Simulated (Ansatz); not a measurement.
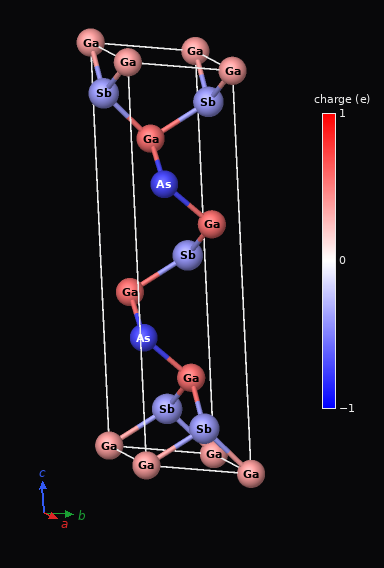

A ball-and-stick rendering, viewed slightly off an axis. The box is the cell (the run's own, in a reduced setting); atoms on or close to its faces, edges and corners are drawn wherever they repeat. The atoms of this Ga₅Sb₃As₂ cell are coloured by their Bader charge.

Computed with DFT r2SCAN, scalar-relativistic, plane waves, PAW in Ansatz. Settings: plane waves up to 500 eV, k-points about 0.17 Å⁻¹ apart, Gaussian smearing of 0.1 eV, no spin polarisation.

> Which element is the most positive, and which the most negative?

Most positive: Ga; most negative: As. Charges: about Ga +0.4 to +0.6 e; Sb -0.4 e; As -0.7 e.

It derives from a structure type filled with these elements by a generator (whether the compound takes this form wasn't checked). Earlier steps of the study, as a rule a relaxation of our own, may have changed the cell and positions, so they can lie some per cent off the listed ones. It was the input of a calculation with Ansatz.
